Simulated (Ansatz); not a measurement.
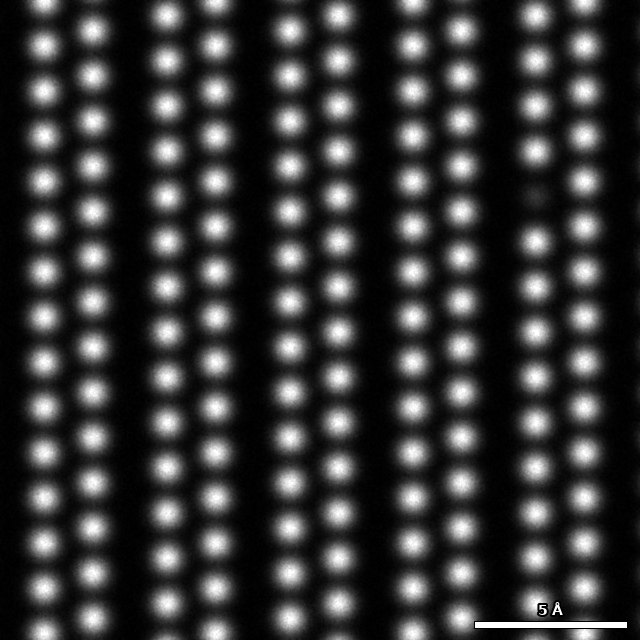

HAADF-like image of Bi (R-3m, No. 166) along [310]. The image is simulated as a sum over atoms of Z^1.8, blurred by a 0.76 Å probe (no channelling). Shot noise was added.

The sample is 1 repeat (12.1 Å) thick. One point defect was put into the perfect crystal, without relaxing the atoms around it. Brightness is counted from the darkest point of the image. Host structure: the input geometry of an electronic-structure calculation (not necessarily at equilibrium).

### Where is the defect (in Å from the left and the top edge), and what does its contrast suggest?

At about 18 Å from the left and 7 Å from the top. The column is dimmer, which points to a vacancy or a lighter atom. The column holds 1 atom (Bi) through the sample, and one Bi atom is replaced by As, so its peak drops to about 20 % of that of its equals.
